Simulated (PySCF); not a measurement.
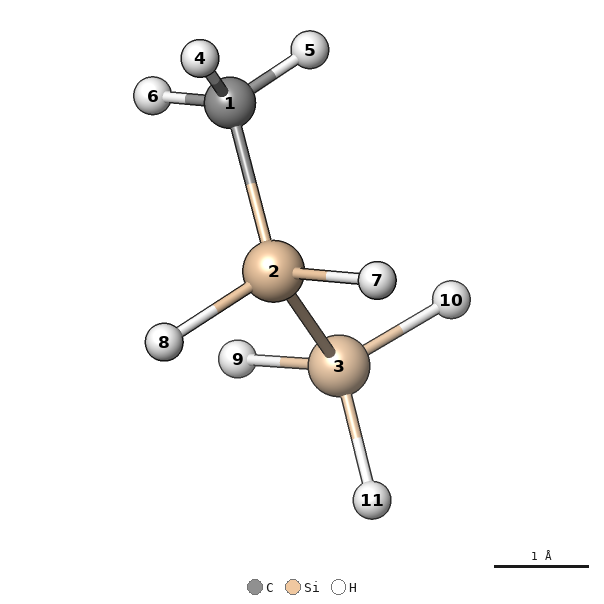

Orthographic view with a scale bar. Computed geometry: PBE0-D3(BJ)/def2-SVP optimisation. No frequency run is at hand to confirm it as a minimum.

Write Cartesian coordinates in Å in the frame of the picture: x to the right, y up, z towards the viewer, origin at the mean of the atomic positions.

```xyz
11
CH8Si2
C   -0.56   1.55   0.54
Si  -0.09  -0.25   0.83
Si   0.60  -1.26  -1.17
H   -0.88   2.03   1.48
H    0.29   2.12   0.14
H   -1.39   1.63  -0.18
H    1.01  -0.35   1.83
H   -1.27  -1.01   1.38
H   -0.48  -1.19  -2.20
H    1.81  -0.56  -1.71
H    0.96  -2.70  -0.95
```
